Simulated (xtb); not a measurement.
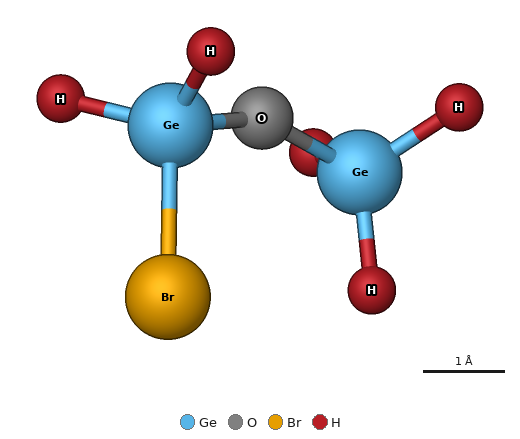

Figure 1. The structure as given in the input (ball-and-stick view, seen at a tilt). Sticks mark near contacts. Bond lengths as drawn: Br–Ge 2.26 Å, Ge–H 1.50 to 1.51 Å and Ge–O 1.72 to 1.75 Å.

**Energy and gradient calculation of Ge2H5BrO**

The run: energy and gradient calculation of Ge2H5BrO, multiplicity 3, SMILES [GeH3][O][GeH2][Br]. Method and program: GFN0-xTB (xtb 6.7.1).

The geometry is that of the parent species in another charge or spin state. The geometry comes from this level: GFN2-xTB.

Input (coord)
```
$coord
      1.114843927223      2.980816194462      0.689957905362  ge
     -0.764980032510      0.455745249476     -0.350676476947  o
     -1.409168771133     -2.701646954071     -0.813716069264  ge
      1.897398412692     -4.994697325476      0.603899777647  br
      1.499440988107      4.536476534777     -1.642096413255  h
      3.519690496160      1.899760570348      1.729231684861  h
     -0.479366826034      4.252658568119      2.652060540561  h
     -3.703447464519     -3.332456431733      0.753944031942  h
     -1.674410729986     -3.096637508641     -3.622604980908  h
$end
```

File .CHRG
```
0
```

File .UHF
```
2
```

Run as:
```bash
xtb coord --grad --gfn0 > coord.out 2> xtb.err
```

The program's output
```
* xtb version 6.7.1
   ID    Z sym.   atoms
    1   32 ge     1, 3
    2    8 o      2
    3   35 br     4
    4    1 h      5-9

           -------------------------------------------------
          |                Calculation Setup                |
           -------------------------------------------------

          program call               : xtb coord --grad --gfn0
          coordinate file            : coord
          omp threads                :                     1

########################################################################
[WARNING] Please study the warnings concerning your input carefully
-1- prog_main_parseArguments: The use of '--gfn0' is discouraged, please use '--gfn 0' next time
########################################################################

           -------------------------------------------------
          |                 G F N 0 - x T B                 |
           -------------------------------------------------

      * Hamiltonian:
        H0-scaling (s, p, d)           2.000000    2.486800    2.270000
        zeta-weighting                 1.000000
      * Dispersion:
        s8                             2.850000
        a1                             0.800000
        a2                             4.600000
        s9                             0.000000
      * Repulsion:
        kExp                           1.500000
        rExp                           1.000000
      * Coulomb:
        alpha                          0.000000
        third order                    atomic
        anisotropic                    false
      * Polar bond correction:
        rad-shift                      0.053700
        strength                      -0.012900
        en-exp                         3.484700
        en-scale                       0.509700

          ...................................................
          :                      SETUP                      :
          :.................................................:
          :  # basis functions                  44          :
          :  # atomic orbitals                  41          :
          :  # shells                           21          :
          :  # electrons                        26          :
          :  electronic temp.          300.0000000     K    :
          :  accuracy                    1.0000000          :
          :  -> integral cutoff          0.2500000E+02      :
          :  -> integral neglect         0.1000000E-07      :
          ...................................................
  Checking positiv definite overlap ...  done.

         #    Occupation            Energy/Eh            Energy/eV
      -------------------------------------------------------------
         1        2.0000           -0.7329403             -19.9443
       ...           ...                  ...                  ...
         8        2.0000           -0.4821958             -13.1212
         9        2.0000           -0.4671324             -12.7113
        10        2.0000           -0.4352883             -11.8448
        11        1.9991           -0.4324058             -11.7664
        12        1.8359           -0.4272855             -11.6270
        13        1.1650           -0.4241983             -11.5430
        14        0.9997           -0.1884117              -5.1269 (HOMO)
        15        0.0003           -0.1729867              -4.7072 (LUMO)
        16                         -0.1601367              -4.3575
        17                         -0.1268395              -3.4515
        18                         -0.1234484              -3.3592
        19                         -0.1111724              -3.0252
       ...                                ...                  ...
        41                          1.5317445              41.6809
      -------------------------------------------------------------
                  HL-Gap            0.0154250 Eh            0.4197 eV
             Fermi-level            0.0000000 Eh            0.0000 eV

 EHT (total)                   0 d,  0 h,  0 min,  0.009 sec
 EHT setup                      ...        0 min,  0.000 sec (  1.928%)
 Coordination number            ...        0 min,  0.000 sec (  1.005%)
 EEQ model density              ...        0 min,  0.000 sec (  0.825%)
 D4 Dispersion                  ...        0 min,  0.000 sec (  3.003%)
 Integral evaluation            ...        0 min,  0.003 sec ( 31.946%)
 Cholesky factorization         ...        0 min,  0.000 sec (  2.088%)
 Zeroth order Hamiltonian       ...        0 min,  0.001 sec ( 11.915%)
 Gradient calculation           ...        0 min,  0.004 sec ( 41.091%)

         :::::::::::::::::::::::::::::::::::::::::::::::::::::
         ::                     SUMMARY                     ::
         :::::::::::::::::::::::::::::::::::::::::::::::::::::
         :: total energy             -13.641636054956 Eh    ::
         :: gradient norm              0.083606556193 Eh/a0 ::
         :: HOMO-LUMO gap              0.419735188280 eV    ::
         ::.................................................::
         :: H0 energy                -13.460882405331 Eh    ::
         :: repulsion energy           0.063605628481 Eh    ::
         :: electrostat energy        -0.242028232062 Eh    ::
         :: -> Gsolv                   0.000000000000 Eh    ::
         ::    -> Gsasa                0.000000000000 Eh    ::
         ::    -> Gshift               0.000000000000 Eh    ::
         :: dispersion energy         -0.002331046044 Eh    ::
         :: short-range corr.          0.000000000000 Eh    ::
         :: add. restraining           0.000000000000 Eh    ::
         :: total charge               0.000000000000 e     ::
         :::::::::::::::::::::::::::::::::::::::::::::::::::::

           -------------------------------------------------
          |                Property Printout                |
           -------------------------------------------------

    * Orbital Energies and Occupations

         #    Occupation            Energy/Eh            Energy/eV
      -------------------------------------------------------------
         1        2.0000           -0.7329403             -19.9443
         2        2.0000           -0.6869447             -18.6927
         3        2.0000           -0.6456619             -17.5694
         4        2.0000           -0.5904181             -16.0661
         5        2.0000           -0.5110790             -13.9072
         6        2.0000           -0.5076086             -13.8127
         7        2.0000           -0.5050042             -13.7419
         8        2.0000           -0.4821958             -13.1212
         9        2.0000           -0.4671324             -12.7113
        10        2.0000           -0.4352883             -11.8448
        11        1.9991           -0.4324058             -11.7664
        12        1.8359           -0.4272855             -11.6270
        13        1.1650           -0.4241983             -11.5430
        14        0.9997           -0.1884117              -5.1269 (HOMO)
        15        0.0003           -0.1729867              -4.7072 (LUMO)
        16                         -0.1601367              -4.3575
        17                         -0.1268395              -3.4515
        18                         -0.1234484              -3.3592
        19                         -0.1111724              -3.0252
        20                         -0.1067771              -2.9056
        21                         -0.1030818              -2.8050
        22                         -0.1015952              -2.7645
        23                         -0.1002411              -2.7277
        24                         -0.0783549              -2.1321
        25                         -0.0556318              -1.5138
       ...                                ...                  ...
        41                          1.5317445              41.6809
      -------------------------------------------------------------
                  HL-Gap            0.0154250 Eh            0.4197 eV
             Fermi-level            0.0000000 Eh            0.0000 eV

     #   Z          covCN         q      C6AA      α(0)
     1  32 ge       3.635     0.704   172.670    23.456
     2   8 o        1.562    -0.660    26.528     6.962
     3  32 ge       3.537     0.726   173.225    23.552
     4  35 br       0.843    -0.328   189.571    22.213
     5   1 h        0.938    -0.093     5.331     3.610
     6   1 h        0.938    -0.092     5.277     3.591
     7   1 h        0.938    -0.094     5.344     3.614
     8   1 h        0.936    -0.082     4.963     3.483
     9   1 h        0.936    -0.082     4.955     3.480

 Mol. C6AA /au·bohr⁶  :       3177.982141
 Mol. C8AA /au·bohr⁸  :     179190.597699
 Mol. α(0) /au        :         93.962569

Wiberg/Mayer (AO) data.
largest (>0.10) Wiberg bond orders for each atom

 ---------------------------------------------------------------------------
     #   Z sym  total        # sym  WBO       # sym  WBO       # sym  WBO
 ---------------------------------------------------------------------------
     1  32 ge   3.904 --     2 o    0.896     7 h    0.894     5 h    0.894
                             6 h    0.891     3 ge   0.149     4 br   0.137
     2   8 o    2.236 --     3 ge   0.950     1 ge   0.896     4 br   0.227
     3  32 ge   4.070 --     4 br   1.215     2 o    0.950     9 h    0.873
                             8 h    0.873     1 ge   0.149
     4  35 br   1.681 --     3 ge   1.215     2 o    0.227     1 ge   0.137
     5   1 h    0.975 --     1 ge   0.894
     6   1 h    0.972 --     1 ge   0.891
     7   1 h    0.975 --     1 ge   0.894
     8   1 h    1.004 --     3 ge   0.873
     9   1 h    1.004 --     3 ge   0.873
 ---------------------------------------------------------------------------

Topologies differ in total number of bonds
Writing topology from bond orders to xtbtopo.mol

 dipole moment from electron density (au)
     X       Y       Z
   0.4560  -4.2243  -0.0262  total (Debye):   10.800

           -------------------------------------------------
          | TOTAL ENERGY              -13.641636054956 Eh   |
          | GRADIENT NORM               0.083606556193 Eh/α |
          | HOMO-LUMO GAP               0.419735188280 eV   |
           -------------------------------------------------

------------------------------------------------------------------------
------------------------------------------------------------------------
 total:
 *  cpu-time:     0 d,  0 h,  0 min,  0.036 sec
 * ratio c/w:     1.000 speedup
 SCF:
 *  cpu-time:     0 d,  0 h,  0 min,  0.009 sec
 * ratio c/w:     1.000 speedup
```

Summary

| quantity | value |
| --- | --- |
| outcome | converged |
| electrons treated | 26 |
| total energy | −13.641636 hartree |
| dispersion energy | −0.002331 hartree |
| basis functions | 44 |
| largest force | 3.593 eV/Å |
| dipole moment | 10.80 D |
| hardware | 1 thread of AMD EPYC 7571, 176 GiB of memory available, shared host |
| peak memory | 0.069 GiB |
